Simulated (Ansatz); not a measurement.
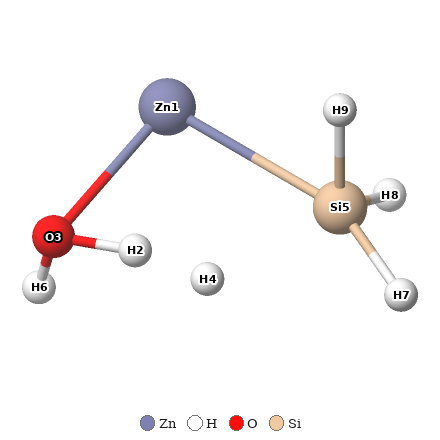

The system is the reacting system H₆OSiZn (fragments H₂OZn + H₄Si where the first distance is long, H₄SiZn + H₂O where the second is long); the picture shows the reference structure. Coordinates scanned: (1) distance Zn1–Si5 (bond that forms); (2) distance Zn1–H2 (bond that breaks). Relaxed at each point: all other coordinates. Grid: 7 × 7 points. Points are written as (first, second). All energies are given in kJ/mol relative to a guessed transition structure relaxed with its forming and breaking bonds held. The reference is spin-restricted, so regions where a bond is pulled apart into radicals lie too high. Method: RKS PBE0-D4/def2-SVP (Ansatz).

Its coordinates:

```xyz
9

Zn   -0.2751    1.4096   -1.0697
H    -1.2410   -0.0637   -0.0735
O    -2.1346    0.3311   -0.4466
H    -0.5089   -0.6004    0.3267
Si    1.3022   -0.1744    0.4897
H    -2.4024   -0.3226   -1.1075
H     1.6472   -1.3050    1.4235
H     2.0783   -0.3738   -0.7621
H     1.5344    1.0995    1.2195
```

Range: distance Zn1–Si5 (bond that forms) from 2.097 to 3.597 Å; distance Zn1–H2 (bond that breaks) from 1.377 to 3.177 Å.

Question: Predict the map.

Answer: The lowest grid point is at (3.597 Å, 2.810 Å), −194 kJ/mol from a guessed transition structure relaxed with its forming and breaking bonds held. It lies in a valley that leaves the map towards separated partners. The highest grid point, (2.097 Å, 1.377 Å), lies 351 kJ/mol above the lowest.

| second ↓, first → | 2.097 | 2.257 | 2.477 | 2.728 | 3.001 | 3.291 | 3.597 |
| --- | --- | --- | --- | --- | --- | --- | --- |
| 3.177 | −15 | −80 | −134 | −166 | −183 | −191 | −193 |
| 2.810 | −15 | −80 | −134 | −166 | −183 | −192 | −194 |
| 2.461 | −12 | −78 | −132 | −165 | −182 | −190 | −193 |
| 2.134 | −5 | −71 | −123 | −157 | −175 | −183 | −185 |
| 1.833 | 19 | −47 | −99 | −131 | −151 | −159 | −161 |
| 1.569 | 71 | 7 | −46 | −77 | −95 | −103 | −105 |
| 1.377 | 157 | 90 | 37 | 6 | −12 | −20 | −22 |

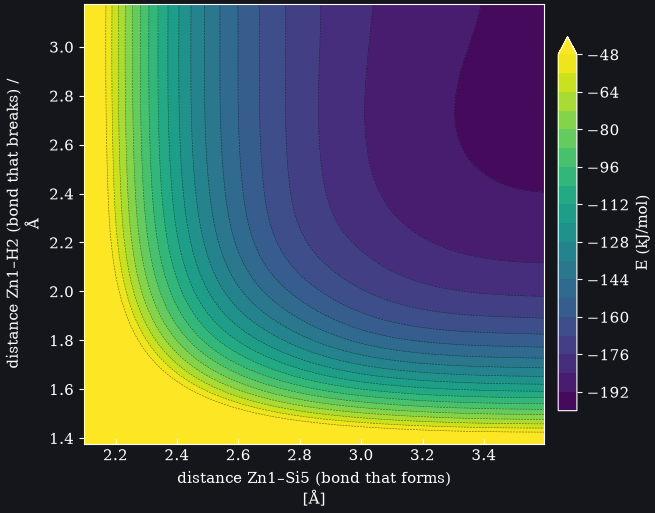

In the figure: filled contours, one colour for all values above the top of the scale. Between grid points the surface is interpolated.

Each point was launched as `ansatz run input.yaml --threads 1 --pin off --max-ram 2560MiB --backend cpu --events-out ev --progress --plain --runs-dir out`. The whole map (49 points run) took 24 min on 1 thread of Intel(R) Xeon(R) Platinum 8259CL CPU @ 2.50GHz (Skylake/Cascade Lake), on a shared host.
